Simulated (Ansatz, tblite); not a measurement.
# The cluster Sn₄H₈: one state, many levels

Aim: run the singlet of the cluster Sn₄H₈ at one geometry on many levels, and compare frontier levels, spin and run time.

Computed with Ansatz 0.2.0, Gaussian basis. Level: as each input shows.

The runs, in order: GFN1-xTB, GFN2-xTB, PBE-D4/def2-TZVP, r2SCAN-D4/def2-TZVP, ωB97M-V/def2-TZVP, LC-ωPBE/def2-TZVP, LC-ωPBE(0.10)/def2-SVP, LC-ωPBE(0.15)/def2-SVP, LC-ωPBE(0.20)/def2-SVP, LC-ωPBE(0.30)/def2-SVP, PBE-D4/def2-SVP, PBE0-D4/def2-SVP, PBE0-D4/def2-TZVPD, PBE-D4/def2-TZVPD, r2SCAN-D4/def2-TZVPD, CCSD(T)/def2-SVP, MP2/def2-TZVP, RPA/def2-TZVP.

6 further runs of the same task are left out: 2 that didn't finish, 4 set aside as unsound or not needed.

## 1. The relaxed structure

The geometry is that of the singlet, from an earlier relaxation (PBE-D4/def2-SVP). At that level it is the lowest of the isomers that a small search found.

12 atoms, charge 0, spin multiplicity 1.

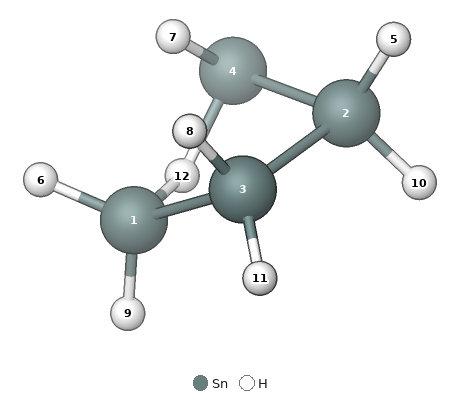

The structure; tin teal, hydrogen white; atoms are numbered from 1 in the order of the file.

As a file:

```
atom     x (Å)     y (Å)     z (Å)
 Sn1   1.94085  -0.00829   0.16196
 Sn2  -2.08047   0.51957   0.31852
 Sn3  -0.33365  -1.70697   0.18127
 Sn4  -0.30026   2.55963  -0.79565
  H5  -3.53001   0.08104  -0.54619
  H6   3.03322   0.15148  -1.17703
  H7   0.04420   1.33176  -2.07631
  H8  -0.22003  -2.55580  -1.33179
  H9   2.89175   0.21424   1.60573
 H10  -2.56506   0.59597   1.99302
 H11  -0.07487  -2.89074   1.43339
 H12   1.19433   1.70813   0.23307
```

Sn takes a core potential in the def2 sets. No spin-orbit coupling is included.

PBE0-D4/def2-TZVP was run before; its log isn't repeated, and its numbers join the tables.

## 2. GFN1-xTB

Tight binding, by tblite at 300 K electronic temperature and without a spin-polarisation term:

```python
tblite.interface.Calculator('GFN1-xTB', numbers, positions, charge=0, uhf=0).singlepoint()
```

Energy -390.3876 eV, HOMO -10.71 eV, LUMO -7.17 eV; 0.008 s.

## 3. GFN2-xTB

Tight binding, by tblite at 300 K electronic temperature and without a spin-polarisation term:

```python
tblite.interface.Calculator('GFN2-xTB', numbers, positions, charge=0, uhf=0).singlepoint()
```

Energy -340.5379 eV, HOMO -10.63 eV, LUMO -7.66 eV; 0.008 s.

## 4. PBE-D4/def2-TZVP

start.molden holds the orbitals of an earlier run on this state, given as this run's starting guess.

in.yaml

```yaml
crystal:
  periodic: [false, false, false]
  atoms:
    - {symbol: Sn, position_ang: [1.940850, -0.008288, 0.161962]}
    - {symbol: Sn, position_ang: [-2.080473, 0.519569, 0.318516]}
    - {symbol: Sn, position_ang: [-0.333648, -1.706969, 0.181274]}
    - {symbol: Sn, position_ang: [-0.300260, 2.559626, -0.795651]}
    - {symbol: H, position_ang: [-3.530008, 0.081039, -0.546195]}
    - {symbol: H, position_ang: [3.033222, 0.151482, -1.177029]}
    - {symbol: H, position_ang: [0.044200, 1.331757, -2.076307]}
    - {symbol: H, position_ang: [-0.220032, -2.555798, -1.331794]}
    - {symbol: H, position_ang: [2.891754, 0.214237, 1.605733]}
    - {symbol: H, position_ang: [-2.565059, 0.595966, 1.993016]}
    - {symbol: H, position_ang: [-0.074868, -2.890736, 1.433390]}
    - {symbol: H, position_ang: [1.194332, 1.708126, 0.233074]}
basis:
  gaussian: {orbitals: def2-TZVP, initial_orbitals: start.molden}
hamiltonian: {xc: pbe, dispersion: d4}
scf: {omitted_lower_state_checks: [starts]}
output: {orbitals: {seedname: orbitals}}
```

The run is started by

```bash
> ansatz run in.yaml --threads 4 --pin off --events-out ev --progress --plain --max-ram 4787MiB
```

Output:

```text
Functional definition: PBE
  name "PBE"
  cite "Perdew, Burke & Ernzerhof, Phys. Rev. Lett. 77, 3865 (1996) doi:10.1103/PhysRevLett.77.3865"
  parent pbe
  parameter kappa = 0.804
  parameter beta = 0.06672455060314922
  exchange = pbe_x(kappa = kappa, mu = beta*pi^2/3)
  correlation = pbe_c(beta = beta)
these checks for a lower state are left out or cut short: starts
1904 factors; their error is unknown
mean field evaluation 1: about -23455.4303 eV, gradient 8.3e0 eV
mean field evaluation 2: about -23455.5963 eV, gradient 1.6e-1 eV
mean field evaluation 4: about -23455.5799 eV, gradient 3.5e-4 eV
mean field -23455.57988907 eV, -861.9766621603 hartree, gradient 1.7e-5 eV, S^2 0.000000; 0 other end points of the search recorded, 0 dependent functions left out
reference -23455.57996351 eV, -861.9766648960 hartree; 48, 48 occupied and 200, 200 virtual orbitals, 1904 factors
Total energy: -23456.00058348 eV, -861.9921223947 hartree
Checks for a lower state left out: starts
```

Wall time 3.9 s (4 threads of Arm Neoverse V1, shared host).

Report: HOMO -5.43 eV, LUMO -2.97 eV.

## 5. r2SCAN-D4/def2-TZVP

in.yaml, as its differences from that of step 4:

```diff
@@ -17,3 +17,3 @@
   gaussian: {orbitals: def2-TZVP, initial_orbitals: start.molden}
-hamiltonian: {xc: pbe, dispersion: d4}
+hamiltonian: {xc: r2scan, dispersion: d4}
 scf: {omitted_lower_state_checks: [starts]}
```

The command is unchanged.

Output:

```text
Functional definition: r2SCAN
  name "r2SCAN"
  cite "Furness, Kaplan, Ning, Perdew & Sun, J. Phys. Chem. Lett. 11, 8208 (2020) doi:10.1021/acs.jpclett.0c02405"
  cite "Furness, Kaplan, Ning, Perdew & Sun, J. Phys. Chem. Lett. 11, 9248 (2020) doi:10.1021/acs.jpclett.0c03077"
  parent r2scan
  parameter k0 = 0.174
  parameter k1 = 0.065
  parameter a1 = 4.9479
  exchange = r2scan_x(k0 = k0, k1 = k1, a1 = a1)
  correlation = r2scan_c
these checks for a lower state are left out or cut short: starts
1904 factors; their error is unknown
mean field evaluation 1: about -23464.9438 eV, gradient 7.3e0 eV
mean field evaluation 2: about -23465.0248 eV, gradient 9.1e-2 eV
mean field evaluation 4: about -23465.0118 eV, gradient 1.4e-4 eV
mean field -23465.01184543 eV, -862.3232801631 hartree, gradient 2.2e-5 eV, S^2 0.000000; 0 other end points of the search recorded, 0 dependent functions left out
reference -23465.01186904 eV, -862.3232810310 hartree; 48, 48 occupied and 200, 200 virtual orbitals, 1904 factors
Total energy: -23465.10726734 eV, -862.3267868539 hartree
Checks for a lower state left out: starts
```

Run time: 8 s. Hardware: 4 threads of Arm Neoverse V1, shared host.

Report: HOMO -5.61 eV, LUMO -2.84 eV.

## 6. ωB97M-V/def2-TZVP

in.yaml, as its differences from that of step 5:

```diff
@@ -17,3 +17,3 @@
   gaussian: {orbitals: def2-TZVP, initial_orbitals: start.molden}
-hamiltonian: {xc: r2scan, dispersion: d4}
+hamiltonian: {xc: {name: wB97M-V}}
 scf: {omitted_lower_state_checks: [starts]}
```

Same command.

Output, shortened:

```text
Functional definition: wB97M-V
  name "wB97M-V"
  cite "Mardirossian & Head-Gordon, J. Chem. Phys. 144, 214110 (2016) doi:10.1063/1.4952647"
  cite "Becke, J. Chem. Phys. 107, 8554 (1997) doi:10.1063/1.475007"
  cite "Vydrov & Van Voorhis, J. Chem. Phys. 133, 244103 (2010) doi:10.1063/1.3521275"
  # Of w^i u^j: cxij and so on, Table III.
[...]
  gx(w, u) = 1 - cx + cx01*u + cx10*w
  gss(w, u) = css00 + css04*u^4 + css10*w + css20*w^2 + css43*w^4*u^3
  gos(w, u) = cos00 + cos10*w + (cos20 + cos21*u)*w^2 + (cos60 + cos61*u)*w^6
[...]
      + integral(e_c_pw_mod_opposite_spin*gos(b97_w_opposite, b97_u_opposite)) + vv10(b, c)
[...]
2080 factors; their error is unknown
500 factors; integrals over basis functions are off by at most 6.6e-6 eV
[...]
mean field -23450.15769903 eV, -861.7774003515 hartree, gradient 9.4e-6 eV, S^2 0.000000; 0 other end points of the search recorded, 0 dependent functions left out
reference -23450.15778642 eV, -861.7774035632 hartree; 48, 48 occupied and 200, 200 virtual orbitals, 2080 factors
Total energy: -23450.15778642 eV, -861.7774035632 hartree
Checks for a lower state left out: starts
```

Wall time 22 s (4 threads of Arm Neoverse V1, shared host); peak memory 1.4 GiB.

HOMO -8.00 eV, LUMO -0.65 eV.

## 7. LC-ωPBE/def2-TZVP

in.yaml, as its differences from that of step 6:

```diff
@@ -17,3 +17,3 @@
   gaussian: {orbitals: def2-TZVP, initial_orbitals: start.molden}
-hamiltonian: {xc: {name: wB97M-V}}
+hamiltonian: {xc: {name: LC-wPBE}}
 scf: {omitted_lower_state_checks: [starts]}
```

The command is unchanged.

Output, shortened:

```text
Functional definition: LC-wPBE
  name "LC-wPBE"
  cite "Vydrov & Scuseria, J. Chem. Phys. 125, 234109 (2006) doi:10.1063/1.2409292"
  cite "Heyd & Scuseria, J. Chem. Phys. 120, 7274 (2004) doi:10.1063/1.1668634"
  cite "Ernzerhof & Perdew, J. Chem. Phys. 109, 3313 (1998) doi:10.1063/1.476928"
  cite "Perdew, Burke & Ernzerhof, Phys. Rev. Lett. 77, 3865 (1996) doi:10.1103/PhysRevLett.77.3865"
  parent pbe
[...]
1904 factors; their error is unknown
692 factors; integrals over basis functions are off by at most 1.6e-5 eV
[...]
mean field -23459.77787942 eV, -862.1309354599 hartree, gradient 2.1e-5 eV, S^2 0.000000; 0 other end points of the search recorded, 0 dependent functions left out
reference -23459.77787943 eV, -862.1309354604 hartree; 48, 48 occupied and 200, 200 virtual orbitals, 1904 factors
Total energy: -23459.77787943 eV, -862.1309354604 hartree
Checks for a lower state left out: starts
```

It took 5.5 s on 4 threads of Arm Neoverse V1, shared host; peak memory 0.69 GiB.

From the report: HOMO -8.31 eV, LUMO -0.39 eV.

## 8. LC-ωPBE(0.10)/def2-SVP

in.yaml, as its differences from that of step 7:

```diff
@@ -16,4 +16,4 @@
 basis:
-  gaussian: {orbitals: def2-TZVP, initial_orbitals: start.molden}
-hamiltonian: {xc: {name: LC-wPBE}}
+  gaussian: {orbitals: def2-SVP, initial_orbitals: start.molden}
+hamiltonian: {xc: {name: LC-wPBE, parameters: {omega: 0.1/bohr}}}
 scf: {omitted_lower_state_checks: [starts]}
```

Launched as before.

Output, shortened:

```text
Functional definition: LC-wPBE
  name "LC-wPBE"
  cite "Vydrov & Scuseria, J. Chem. Phys. 125, 234109 (2006) doi:10.1063/1.2409292"
  cite "Heyd & Scuseria, J. Chem. Phys. 120, 7274 (2004) doi:10.1063/1.1668634"
  cite "Ernzerhof & Perdew, J. Chem. Phys. 109, 3313 (1998) doi:10.1063/1.476928"
  cite "Perdew, Burke & Ernzerhof, Phys. Rev. Lett. 77, 3865 (1996) doi:10.1103/PhysRevLett.77.3865"
  parent pbe
[...]
  with omega = 0.1/bohr from the input
[...]
1628 factors; their error is unknown
120 factors; integrals over basis functions are off by at most 2.5e-7 eV
[...]
mean field -23455.28361521 eV, -861.9657742968 hartree, gradient 1.8e-5 eV, S^2 0.000000; 0 other end points of the search recorded, 0 dependent functions left out
reference -23455.28361538 eV, -861.9657743030 hartree; 48, 48 occupied and 96, 96 virtual orbitals, 1628 factors
Total energy: -23455.28361538 eV, -861.9657743030 hartree
Checks for a lower state left out: starts
```

Wall time 2.8 s (4 threads of Arm Neoverse V1, shared host).

HOMO -6.70 eV, LUMO -1.59 eV.

## 9. LC-ωPBE(0.15)/def2-SVP

in.yaml, as its differences from that of step 8:

```diff
@@ -17,3 +17,3 @@
   gaussian: {orbitals: def2-SVP, initial_orbitals: start.molden}
-hamiltonian: {xc: {name: LC-wPBE, parameters: {omega: 0.1/bohr}}}
+hamiltonian: {xc: {name: LC-wPBE, parameters: {omega: 0.15/bohr}}}
 scf: {omitted_lower_state_checks: [starts]}
```

Launched as before.

Output, shortened:

```text
Functional definition: LC-wPBE
  name "LC-wPBE"
  cite "Vydrov & Scuseria, J. Chem. Phys. 125, 234109 (2006) doi:10.1063/1.2409292"
  cite "Heyd & Scuseria, J. Chem. Phys. 120, 7274 (2004) doi:10.1063/1.1668634"
  cite "Ernzerhof & Perdew, J. Chem. Phys. 109, 3313 (1998) doi:10.1063/1.476928"
  cite "Perdew, Burke & Ernzerhof, Phys. Rev. Lett. 77, 3865 (1996) doi:10.1103/PhysRevLett.77.3865"
  parent pbe
[...]
  with omega = 0.15/bohr from the input
[...]
1628 factors; their error is unknown
226 factors; integrals over basis functions are off by at most 5.7e-7 eV
[...]
mean field -23455.76861025 eV, -861.9835975357 hartree, gradient 2.1e-5 eV, S^2 0.000000; 0 other end points of the search recorded, 0 dependent functions left out
reference -23455.76861032 eV, -861.9835975383 hartree; 48, 48 occupied and 96, 96 virtual orbitals, 1628 factors
Total energy: -23455.76861032 eV, -861.9835975383 hartree
Checks for a lower state left out: starts
```

It took 2.3 s on 4 threads of Arm Neoverse V1, shared host.

From the report: HOMO -7.15 eV, LUMO -1.15 eV.

## 10. LC-ωPBE(0.20)/def2-SVP

in.yaml, as its differences from that of step 9:

```diff
@@ -17,3 +17,3 @@
   gaussian: {orbitals: def2-SVP, initial_orbitals: start.molden}
-hamiltonian: {xc: {name: LC-wPBE, parameters: {omega: 0.15/bohr}}}
+hamiltonian: {xc: {name: LC-wPBE, parameters: {omega: 0.2/bohr}}}
 scf: {omitted_lower_state_checks: [starts]}
```

Same command.

Output, shortened:

```text
Functional definition: LC-wPBE
  name "LC-wPBE"
  cite "Vydrov & Scuseria, J. Chem. Phys. 125, 234109 (2006) doi:10.1063/1.2409292"
  cite "Heyd & Scuseria, J. Chem. Phys. 120, 7274 (2004) doi:10.1063/1.1668634"
  cite "Ernzerhof & Perdew, J. Chem. Phys. 109, 3313 (1998) doi:10.1063/1.476928"
  cite "Perdew, Burke & Ernzerhof, Phys. Rev. Lett. 77, 3865 (1996) doi:10.1103/PhysRevLett.77.3865"
  parent pbe
[...]
  with omega = 0.2/bohr from the input
[...]
1628 factors; their error is unknown
287 factors; integrals over basis functions are off by at most 1.3e-6 eV
[...]
mean field -23456.34947886 eV, -862.0049440632 hartree, gradient 1.9e-5 eV, S^2 0.000000; 0 other end points of the search recorded, 0 dependent functions left out
reference -23456.34947889 eV, -862.0049440647 hartree; 48, 48 occupied and 96, 96 virtual orbitals, 1628 factors
Total energy: -23456.34947889 eV, -862.0049440647 hartree
Checks for a lower state left out: starts
```

Run time: 2.3 s. Hardware: 4 threads of Arm Neoverse V1, shared host.

Report: HOMO -7.49 eV, LUMO -0.84 eV.

## 11. LC-ωPBE(0.30)/def2-SVP

in.yaml, as its differences from that of step 10:

```diff
@@ -17,3 +17,3 @@
   gaussian: {orbitals: def2-SVP, initial_orbitals: start.molden}
-hamiltonian: {xc: {name: LC-wPBE, parameters: {omega: 0.2/bohr}}}
+hamiltonian: {xc: {name: LC-wPBE, parameters: {omega: 0.3/bohr}}}
 scf: {omitted_lower_state_checks: [starts]}
```

Same command.

Output, shortened:

```text
Functional definition: LC-wPBE
  name "LC-wPBE"
  cite "Vydrov & Scuseria, J. Chem. Phys. 125, 234109 (2006) doi:10.1063/1.2409292"
  cite "Heyd & Scuseria, J. Chem. Phys. 120, 7274 (2004) doi:10.1063/1.1668634"
  cite "Ernzerhof & Perdew, J. Chem. Phys. 109, 3313 (1998) doi:10.1063/1.476928"
  cite "Perdew, Burke & Ernzerhof, Phys. Rev. Lett. 77, 3865 (1996) doi:10.1103/PhysRevLett.77.3865"
  parent pbe
[...]
  with omega = 0.3/bohr from the input
[...]
1628 factors; their error is unknown
489 factors; integrals over basis functions are off by at most 6.2e-6 eV
[...]
mean field -23457.64298058 eV, -862.0524793747 hartree, gradient 2.3e-5 eV, S^2 0.000000; 0 other end points of the search recorded, 0 dependent functions left out
reference -23457.64298059 eV, -862.0524793753 hartree; 48, 48 occupied and 96, 96 virtual orbitals, 1628 factors
Total energy: -23457.64298059 eV, -862.0524793753 hartree
Checks for a lower state left out: starts
```

Run time: 2.4 s. Hardware: 4 threads of Arm Neoverse V1, shared host.

Report: HOMO -7.97 eV, LUMO -0.49 eV.

## 12. PBE-D4/def2-SVP

in.yaml, as its differences from that of step 11:

```diff
@@ -17,3 +17,3 @@
   gaussian: {orbitals: def2-SVP, initial_orbitals: start.molden}
-hamiltonian: {xc: {name: LC-wPBE, parameters: {omega: 0.3/bohr}}}
+hamiltonian: {xc: pbe, dispersion: d4}
 scf: {omitted_lower_state_checks: [starts]}
```

The command is unchanged.

Output:

```text
Functional definition: PBE
  name "PBE"
  cite "Perdew, Burke & Ernzerhof, Phys. Rev. Lett. 77, 3865 (1996) doi:10.1103/PhysRevLett.77.3865"
  parent pbe
  parameter kappa = 0.804
  parameter beta = 0.06672455060314922
  exchange = pbe_x(kappa = kappa, mu = beta*pi^2/3)
  correlation = pbe_c(beta = beta)
these checks for a lower state are left out or cut short: starts
1628 factors; their error is unknown
mean field evaluation 1: about -23454.2019 eV, gradient 4.1e1 eV
mean field evaluation 2: about -23454.6157 eV, gradient 7.9e-1 eV
mean field evaluation 4: about -23454.6046 eV, gradient 8.3e-2 eV
mean field -23454.60459090 eV, -861.9408206137 hartree, gradient 2.7e-5 eV, S^2 0.000000; 0 other end points of the search recorded, 0 dependent functions left out
reference -23454.60464637 eV, -861.9408226522 hartree; 48, 48 occupied and 96, 96 virtual orbitals, 1628 factors
Total energy: -23455.02526634 eV, -861.9562801509 hartree
Checks for a lower state left out: starts
```

It took 1.9 s on 4 threads of Arm Neoverse V1, shared host.

From the report: HOMO -5.36 eV, LUMO -2.91 eV.

## 13. PBE0-D4/def2-SVP

in.yaml, as its differences from that of step 12:

```diff
@@ -17,3 +17,3 @@
   gaussian: {orbitals: def2-SVP, initial_orbitals: start.molden}
-hamiltonian: {xc: pbe, dispersion: d4}
+hamiltonian: {xc: pbe0, dispersion: d4}
 scf: {omitted_lower_state_checks: [starts]}
```

Launched as before.

Output:

```text
Functional definition: PBE0
  name "PBE0"
  cite "Adamo & Barone, J. Chem. Phys. 110, 6158 (1999) doi:10.1063/1.478522"
  cite "Perdew, Burke & Ernzerhof, Phys. Rev. Lett. 77, 3865 (1996) doi:10.1103/PhysRevLett.77.3865"
  parent pbe
  parameter a = 0.25
  parameter kappa = 0.804
  parameter beta = 0.06672455060314922
  exchange = (1 - a)*pbe_x(kappa = kappa, mu = beta*pi^2/3) + a*exact_x
  correlation = pbe_c(beta = beta)
these checks for a lower state are left out or cut short: starts
1776 factors; integrals over basis functions are off by at most 5.0e-4 eV
mean field evaluation 1: about -23455.5903 eV, gradient 4.0e1 eV
mean field evaluation 2: about -23455.8482 eV, gradient 3.1e-1 eV
mean field evaluation 4: about -23455.9106 eV, gradient 7.6e-4 eV
mean field -23455.91062900 eV, -861.9888166283 hartree, gradient 1.4e-5 eV, S^2 0.000000; 0 other end points of the search recorded, 0 dependent functions left out
reference -23455.91067052 eV, -861.9888181542 hartree; 48, 48 occupied and 96, 96 virtual orbitals, 1776 factors
Total energy: -23456.27996421 eV, -862.0023894470 hartree
Checks for a lower state left out: starts
```

Wall time 3.4 s (4 threads of Arm Neoverse V1, shared host).

Report: HOMO -6.16 eV, LUMO -2.25 eV.

## 14. PBE0-D4/def2-TZVPD

in.yaml, as its differences from that of step 13:

```diff
@@ -16,3 +16,3 @@
 basis:
-  gaussian: {orbitals: def2-SVP, initial_orbitals: start.molden}
+  gaussian: {orbitals: def2-TZVPD, initial_orbitals: start.molden}
 hamiltonian: {xc: pbe0, dispersion: d4}
```

Launched as before.

Output:

```text
Functional definition: PBE0
  name "PBE0"
  cite "Adamo & Barone, J. Chem. Phys. 110, 6158 (1999) doi:10.1063/1.478522"
  cite "Perdew, Burke & Ernzerhof, Phys. Rev. Lett. 77, 3865 (1996) doi:10.1103/PhysRevLett.77.3865"
  parent pbe
  parameter a = 0.25
  parameter kappa = 0.804
  parameter beta = 0.06672455060314922
  exchange = (1 - a)*pbe_x(kappa = kappa, mu = beta*pi^2/3) + a*exact_x
  correlation = pbe_c(beta = beta)
these checks for a lower state are left out or cut short: starts
2360 factors; their error is unknown
mean field evaluation 1: about -23456.4876 eV, gradient 2.2e0 eV
mean field evaluation 2: about -23456.5091 eV, gradient 2.3e-2 eV
mean field evaluation 4: about -23456.7947 eV, gradient 1.7e-4 eV
mean field -23456.79474838 eV, -862.0213074163 hartree, gradient 2.3e-5 eV, S^2 0.000000; 0 other end points of the search recorded, 0 dependent functions left out
reference -23456.79481073 eV, -862.0213097079 hartree; 48, 48 occupied and 248, 248 virtual orbitals, 2360 factors
Total energy: -23457.16410442 eV, -862.0348810007 hartree
Checks for a lower state left out: starts
```

Run time: 11 s. Hardware: 4 threads of Arm Neoverse V1, shared host; peak memory 1.5 GiB.

From the report: HOMO -6.21 eV, LUMO -2.29 eV.

## 15. PBE-D4/def2-TZVPD

in.yaml, as its differences from that of step 14:

```diff
@@ -17,3 +17,3 @@
   gaussian: {orbitals: def2-TZVPD, initial_orbitals: start.molden}
-hamiltonian: {xc: pbe0, dispersion: d4}
+hamiltonian: {xc: pbe, dispersion: d4}
 scf: {omitted_lower_state_checks: [starts]}
```

The command is unchanged.

Output:

```text
Functional definition: PBE
  name "PBE"
  cite "Perdew, Burke & Ernzerhof, Phys. Rev. Lett. 77, 3865 (1996) doi:10.1103/PhysRevLett.77.3865"
  parent pbe
  parameter kappa = 0.804
  parameter beta = 0.06672455060314922
  exchange = pbe_x(kappa = kappa, mu = beta*pi^2/3)
  correlation = pbe_c(beta = beta)
these checks for a lower state are left out or cut short: starts
2024 factors; their error is unknown
mean field evaluation 1: about -23455.4331 eV, gradient 8.6e0 eV
mean field evaluation 2: about -23455.6226 eV, gradient 1.8e-1 eV
mean field evaluation 4: about -23455.6031 eV, gradient 4.1e-4 eV
mean field -23455.60305731 eV, -861.9775135774 hartree, gradient 2.0e-5 eV, S^2 0.000000; 0 other end points of the search recorded, 0 dependent functions left out
reference -23455.60313956 eV, -861.9775166002 hartree; 48, 48 occupied and 248, 248 virtual orbitals, 2024 factors
Total energy: -23456.02375953 eV, -861.9929740989 hartree
Checks for a lower state left out: starts
```

Run time: 6 s. Hardware: 4 threads of Arm Neoverse V1, shared host; peak memory 0.59 GiB.

HOMO -5.44 eV, LUMO -2.98 eV.

## 16. r2SCAN-D4/def2-TZVPD

in.yaml, as its differences from that of step 15:

```diff
@@ -17,3 +17,3 @@
   gaussian: {orbitals: def2-TZVPD, initial_orbitals: start.molden}
-hamiltonian: {xc: pbe, dispersion: d4}
+hamiltonian: {xc: r2scan, dispersion: d4}
 scf: {omitted_lower_state_checks: [starts]}
```

Same command.

Output:

```text
Functional definition: r2SCAN
  name "r2SCAN"
  cite "Furness, Kaplan, Ning, Perdew & Sun, J. Phys. Chem. Lett. 11, 8208 (2020) doi:10.1021/acs.jpclett.0c02405"
  cite "Furness, Kaplan, Ning, Perdew & Sun, J. Phys. Chem. Lett. 11, 9248 (2020) doi:10.1021/acs.jpclett.0c03077"
  parent r2scan
  parameter k0 = 0.174
  parameter k1 = 0.065
  parameter a1 = 4.9479
  exchange = r2scan_x(k0 = k0, k1 = k1, a1 = a1)
  correlation = r2scan_c
these checks for a lower state are left out or cut short: starts
2024 factors; their error is unknown
mean field evaluation 1: about -23464.9466 eV, gradient 7.9e0 eV
mean field evaluation 2: about -23465.0542 eV, gradient 1.2e-1 eV
mean field evaluation 4: about -23465.0383 eV, gradient 1.7e-4 eV
mean field -23465.03830290 eV, -862.3242524573 hartree, gradient 9.9e-6 eV, S^2 0.000000; 0 other end points of the search recorded, 0 dependent functions left out
reference -23465.03833160 eV, -862.3242535121 hartree; 48, 48 occupied and 248, 248 virtual orbitals, 2024 factors
Total energy: -23465.13372990 eV, -862.3277593350 hartree
Checks for a lower state left out: starts
```

Run time: 11 s. Hardware: 4 threads of Arm Neoverse V1, shared host; peak memory 0.63 GiB.

From the report: HOMO -5.61 eV, LUMO -2.85 eV.

[end of part 1 of 2]
